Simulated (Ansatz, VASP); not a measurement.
## Cross-check of YbGe2 between VASP and Ansatz

One calculation is typed for both programs; each brings its own data sets and cutoff. How far apart do they land? The cell is invented: As first built, before any earlier steps moved the atoms: it takes the YbSi2 structure with some of its atoms replaced by other elements, volume scaled by an estimate. It may not be a known or stable phase. The cell comes out of earlier VASP steps on this material, which relaxed, scaled or displaced it; both programs get it as it stands.

Method: plane waves, with VASP 6.6.1 beside it; relaxation of cell and atoms at RPBE with D4, in Ansatz 0.2.0.

### 1. The starting structure

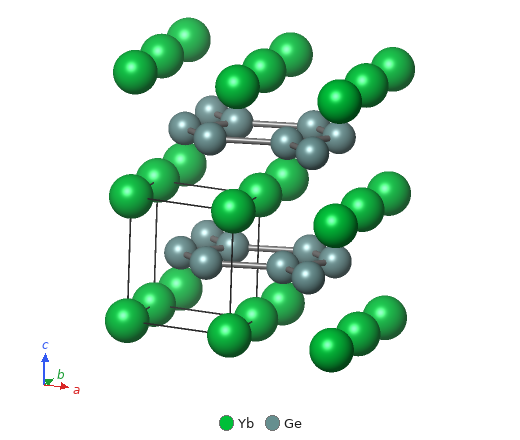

Start, viewed slightly off an axis; ytterbium green, germanium teal. 2×2×2 cells are drawn. Some periodic images of atoms are drawn too.

### 2. VASP: relaxation of cell and atoms, RPBE with D4

The relaxed volume is the usual yardstick between codes: its relative difference is about their pressure difference at one cell divided by the bulk modulus.

Lines of VASP's logs that name or quote its potential files are left out, and so is its time.

Contents of INCAR:

```
SYSTEM = YbGe2
PREC = Accurate
ENCUT = 450
EDIFF = 1E-06
NELM = 150
ISMEAR = -1
SIGMA = 0.05
LREAL = .FALSE.
ALGO = Normal
GGA = RP
IVDW = 13
NBANDS = 33
ISPIN = 2
MAGMOM = 1 0 0
LMAXMIX = 6
AMIX = 0.2
BMIX = 1E-04
AMIX_MAG = 0.8
BMIX_MAG = 1E-04
LORBIT = 11
LWAVE = .FALSE.
LCHARG = .FALSE.
IBRION = 2
NSW = 60
ISIF = 3
EDIFFG = -0.01
```

Contents of POSCAR:

```
YbGe2
1.0
    4.3057191901      0.0000000553      0.0000000000
   -2.1528589917      3.7288623122      0.0000000000
    0.0000000000      0.0000000000      3.9683511458
Yb Ge
1 2
Direct
    0.0000000000      0.0000000000      0.0000000000
    0.3333333300      0.6666666700      0.5000000000
    0.6666666700      0.3333333300      0.5000000000
```

Contents of KPOINTS:

```
Automatic mesh
0
Gamma
5 5 5
0 0 0
```

PAW data sets: Yb and Ge_d (PBE family, release 64).

Run with:

```
mpirun -np 1 vasp_std
```

Numbers of over 12 decimals in the logs are rounded to 6 here.

The program printed:

```text
[banner, memory and clock lines left out]
running    1 mpi-ranks, on    1 nodes
 distrk:  each k-point on    1 cores,    1 groups
 distr:  one band on    1 cores,    1 groups

 POSCAR found type information on POSCAR YbGe
 POSCAR found :  2 types and       3 ions
|                                                                             |
|               ----> ADVICE to this user running VASP <----                  |
|                                                                             |
|     You enforced a specific xc type in the INCAR file but a different       |
|     [... a line on the potential file left out ...]
|     I HOPE YOU KNOW WHAT YOU ARE DOING!                                     |
|                                                                             |

 LDA part: xc-table for (Slater+PW92), standard interpolation
 POSCAR, INCAR and KPOINTS ok, starting setup
 FFT: planning ... GRIDC
 FFT: planning ... GRID_SOFT
 FFT: planning ... GRID
 WAVECAR not read
 entering main loop
       N       E                     dE             d eps       ncg     rms          rms(c)
DAV:   1     0.376329749256E+03    0.37633E+03   -0.19958E+04  2773   0.787E+03
DAV:   2     0.585384918013E+02   -0.31779E+03   -0.30777E+03  2532   0.105E+03
DAV:   3    -0.523587111333E+01   -0.63774E+02   -0.62870E+02  2358   0.214E+02
DAV:   4    -0.118338612358E+02   -0.65980E+01   -0.65138E+01  3501   0.687E+01
DAV:   5    -0.126437097636E+02   -0.80985E+00   -0.80315E+00  3704   0.206E+01    0.222E+01
DAV:   6    -0.127406112184E+02   -0.96901E-01   -0.70806E-01  3592   0.688E+00    0.174E+01
DAV:   7    -0.128588848193E+02   -0.11827E+00   -0.56683E-01  3056   0.210E+01    0.129E+01
DAV:   8    -0.127354143811E+02    0.12347E+00   -0.51617E-01  3096   0.266E+01    0.599E+00
DAV:   9    -0.127165175013E+02    0.18897E-01   -0.97592E-02  3312   0.881E+00    0.287E+00
DAV:  10    -0.127139077344E+02    0.26098E-02   -0.46316E-02  3152   0.828E+00    0.313E+00
DAV:  11    -0.127198829949E+02   -0.59753E-02   -0.26787E-02  3508   0.309E+00    0.239E+00
DAV:  12    -0.127092045081E+02    0.10678E-01   -0.22870E-02  3159   0.502E+00    0.713E-01
DAV:  13    -0.127118456989E+02   -0.26412E-02   -0.37559E-03  3512   0.111E+00    0.443E-01
DAV:  14    -0.127109549026E+02    0.89080E-03   -0.14252E-03  3480   0.111E+00    0.318E-01
DAV:  15    -0.127113427927E+02   -0.38789E-03   -0.83976E-04  3280   0.772E-01    0.175E-01
DAV:  16    -0.127113057586E+02    0.37034E-04   -0.12819E-04  3464   0.218E-01    0.151E-01
DAV:  17    -0.127113236835E+02   -0.17925E-04   -0.46554E-05  3392   0.537E-02    0.133E-01
DAV:  18    -0.127113407405E+02   -0.17057E-04   -0.48979E-06  2184   0.525E-02    0.816E-02
DAV:  19    -0.127113581851E+02   -0.17445E-04   -0.89998E-06  2648   0.887E-02    0.387E-02
DAV:  20    -0.127113592222E+02   -0.10371E-05   -0.32814E-06  1984   0.437E-02    0.189E-02
DAV:  21    -0.127113591247E+02    0.97505E-07   -0.84405E-07  1256   0.290E-02
   1 F= -.14489610E+02 E0= -.14483082E+02  d E =-.144896E+02  mag=     0.0011
[... from here on, the cycles between the ionic steps are left out ...]
   2 F= -.14489813E+02 E0= -.14483317E+02  d E =-.202857E-03  mag=     0.0000
   3 F= -.14489679E+02 E0= -.14483150E+02  d E =-.694305E-04  mag=     0.0000
   4 F= -.14489657E+02 E0= -.14483131E+02  d E =-.470648E-04  mag=     0.0000
   5 F= -.14489667E+02 E0= -.14483154E+02  d E =-.569678E-04  mag=    -0.0000
   6 F= -.14489675E+02 E0= -.14483161E+02  d E =-.651030E-04  mag=     0.0000
   7 F= -.14489787E+02 E0= -.14483274E+02  d E =-.111730E-03  mag=     0.0000
   8 F= -.14489705E+02 E0= -.14483182E+02  d E =-.295888E-04  mag=     0.0000
 curvature:  -0.03 expect dE=-0.202E-04 dE for cont linesearch -0.195E-04
 ZBRENT: interpolating
 opt :   0.0337  next Energy=   -14.489715 (dE=-0.397E-04)
 bond charge predicted
       N       E                     dE             d eps       ncg     rms          rms(c)
DAV:   1    -0.127098494524E+02   -0.39359E-03   -0.39027E-04  3474   0.498E-01    0.194E-01
DAV:   2    -0.127100336391E+02   -0.18419E-03   -0.10264E-03  2756   0.111E+00    0.247E-01
DAV:   3    -0.127097819680E+02    0.25167E-03   -0.60747E-04  2750   0.885E-01    0.658E-02
DAV:   4    -0.127097684652E+02    0.13503E-04   -0.27216E-05  3261   0.136E-01    0.148E-02
DAV:   5    -0.127097658727E+02    0.25924E-05   -0.52167E-06  2921   0.250E-02    0.181E-02
DAV:   6    -0.127097651835E+02    0.68921E-06   -0.20679E-06  2267   0.184E-02
   9 F= -.14489691E+02 E0= -.14483173E+02  d E =-.159684E-04  mag=     0.0000
 curvature:  -0.02 expect dE=-0.642E-07 dE for cont linesearch -0.570E-12
 trial: gam= 0.00534 g(F)=  0.789E-45 g(S)=  0.381E-05 ort = 0.152E-06 (trialstep = 0.266E+00)
 search vector abs. value=  0.383E-05
 reached required accuracy - stopping structural energy minimisation
```

Parts of OUTCAR (step 2):

```text
ion  position               nearest neighbor table
   1  0.000  0.000  0.000-   2 3.18   3 3.18   2 3.18   3 3.18   2 3.18   2 3.18   3 3.18   3 3.18
                             3 3.18   3 3.18   2 3.18   2 3.18
   2  0.333  0.667  0.500-   3 2.49   3 2.49   3 2.49   1 3.18   1 3.18   1 3.18   1 3.18   1 3.18
                             1 3.18
   3  0.667  0.333  0.500-   2 2.49   2 2.49   2 2.49   1 3.18   1 3.18   1 3.18   1 3.18   1 3.18
                             1 3.18

  LATTYP: Found a hexagonal cell.
 ALAT       =     4.3057191901
 C/A-ratio  =     0.9216465289

 Subroutine GETGRP returns: Found 24 space group operations
 (whereof 24 operations were pure point group operations)

The static configuration has the point symmetry D_6h.

 Found     15 irreducible k-points:

   k-points           NKPTS =     15   k-points in BZ     NKDIM =     15   number of bands    NBANDS=     33

   dimension x,y,z NGX =    30 NGY =   30 NGZ =   28
   dimension x,y,z NGXF=    60 NGYF=   60 NGZF=   56

   ENCUT  =  450.0 eV  33.07 Ry    5.75 a.u.   7.45  7.45  6.86*2*pi/ulx,y,z

   NELECT =      52.0000    total number of electrons

 k-points in reciprocal lattice and weights: Automatic mesh
   0.00000000  0.00000000  0.00000000       0.008
   0.20000000  0.00000000  0.00000000       0.048
   0.40000000  0.00000000  0.00000000       0.048
   0.20000000  0.20000000  0.00000000       0.048
   0.40000000  0.20000000  0.00000000       0.048
   0.00000000  0.00000000  0.20000000       0.016
   0.20000000  0.00000000  0.20000000       0.096
   0.40000000  0.00000000  0.20000000       0.096
   0.20000000  0.20000000  0.20000000       0.096
[...]
0.20000000  0.20000000  0.40000000       0.096
   0.40000000  0.20000000  0.40000000       0.096

 average (electrostatic) potential at core
       1 -31.9935       2 -74.2847       3 -74.2847

 E-fermi :   5.3294

 spin component 1
 k-point     1 :       0.0000    0.0000    0.0000
  band No.  band energies     occupation
    ...
     22       4.7952      0.99998
     23       4.7952      0.99998
     24       4.8719      0.99989
     25       4.9309      0.99965
     26       5.0776      0.99354
     27       5.3413      0.44111
     28       7.0803      0.00000
     29       7.0804      0.00000
     30       8.2968      0.00000
     31       9.4161      0.00000
    ...

 k-point     2 :       0.2000    0.0000    0.0000
  band No.  band energies     occupation
    ...
     22       4.8017      0.99997
     23       4.8029      0.99997
     24       4.8812      0.99987
     25       4.9195      0.99973
     26       5.0181      0.99803
     27       5.8559      0.00003
     28       6.9631      0.00000
     29       7.6727      0.00000
     30       8.8518      0.00000
     31       9.1472      0.00000
    ...

 k-point     3 :       0.4000    0.0000    0.0000
  band No.  band energies     occupation
    ...
     22       4.8143      0.99997
     23       4.8160      0.99997
     24       4.8415      0.99994
     25       4.8970      0.99982
     26       4.9132      0.99976
     27       7.3976      0.00000
     28       7.6385      0.00000
     29       8.7869      0.00000
     30       8.8336      0.00000
     31       9.4032      0.00000
    ...

 k-point     4 :       0.2000    0.2000    0.0000
  band No.  band energies     occupation
    ...
     21       4.8036      0.99997
     22       4.8206      0.99996
     23       4.8244      0.99996
     24       4.8383      0.99995
     25       4.9548      0.99944
     26       5.6023      0.00425
     27       6.1314      0.00000
     28       7.0023      0.00000
     29       7.7696      0.00000
     30       9.2819      0.00000
    ...

 k-point     5 :       0.4000    0.2000    0.0000
  band No.  band energies     occupation
    ...
     21       4.7858      0.99998
     22       4.8209      0.99996
     23       4.8450      0.99994
     24       4.8700      0.99990
     25       4.8870      0.99986
     26       5.5530      0.01129
     27       5.9663      0.00000
     28       7.9106      0.00000
     29       8.5441      0.00000
     30       9.1928      0.00000
    ...

 k-point     6 :       0.0000    0.0000    0.2000
  band No.  band energies     occupation
    ...
     22       4.8339      0.99995
     23       4.8339      0.99995
     24       4.8423      0.99994
     25       4.8723      0.99989
     26       4.8874      0.99986
     27       6.1965      0.00000
     28       6.1966      0.00000
     29       7.0990      0.00000
     30       9.2430      0.00000
     31       9.2430      0.00000
    ...

  DFT-D4 for vdW energy calculation

  Edisp (eV):   -1.77993

  Total       0.00704     0.00704    -0.01175     0.00000     0.00000     0.00000
  in kB       0.17715     0.17715    -0.29568     0.00000     0.00000     0.00000
  external pressure =        0.02 kB  Pullay stress =        0.00 kB

  energy-cutoff  :      450.00
  volume of cell :       63.65
      direct lattice vectors                 reciprocal lattice vectors
     4.304458310  0.000000055 -0.000000000     0.232317267  0.134128395  0.000000000
    -2.152228552  3.727770358  0.000000000    -0.000000003  0.268256866  0.000000000
    -0.000000000 -0.000000000  3.966966130     0.000000000 -0.000000000  0.252081809

 POSITION                                       TOTAL-FORCE (eV/Angst)
 -----------------------------------------------------------------------------------
      0.00000      0.00000      0.00000        -0.000000      0.000000      0.000000
      0.00000      2.48518      1.98348         0.000000      0.000000      0.000000
      2.15223      1.24259      1.98348         0.000000     -0.000000     -0.000000
 -----------------------------------------------------------------------------------
    total drift:                               -0.000000      0.000000      0.000000

  FREE ENERGIE OF THE ION-ELECTRON SYSTEM (eV)
  ---------------------------------------------------
  free  energy   TOTEN  =       -14.4896909826 eV

  energy  without entropy=      -14.4766549719  energy(sigma->0) =      -14.48317298

 reached required accuracy - stopping structural energy minimisation

 total charge
# of ion       s       p       d       f       tot
--------------------------------------------------
    1        2.112   6.049   0.421  13.577  22.159
    2        1.169   1.209  10.033   0.000  12.411
    3        1.169   1.209  10.033   0.000  12.411
--------------------------------------------------
tot          4.449   8.466  20.488  13.577  46.980

 magnetization (x)
# of ion       s       p       d       f       tot
--------------------------------------------------
    1       -0.000  -0.000  -0.000   0.000  -0.000
    2       -0.000  -0.000  -0.000   0.000  -0.000
    3       -0.000  -0.000  -0.000   0.000  -0.000
--------------------------------------------------
tot         -0.000  -0.000  -0.000   0.000  -0.000

[... 1 further part left out ...]
```

[end of part 1 of 2]

[Lines on the potential files, build, host, timing and source positions are cut from VASP's logs without a mark.]

[Logs are printed without paths, hosts, clocks, repeated set-up lines and the standing remarks that a program may print on its own settings, such as how far it seeks lower states.]

[Hosts, paths, dates, database ids (printed as entryN), source tags and the programs' standing remarks are cut or masked in the printed files.]
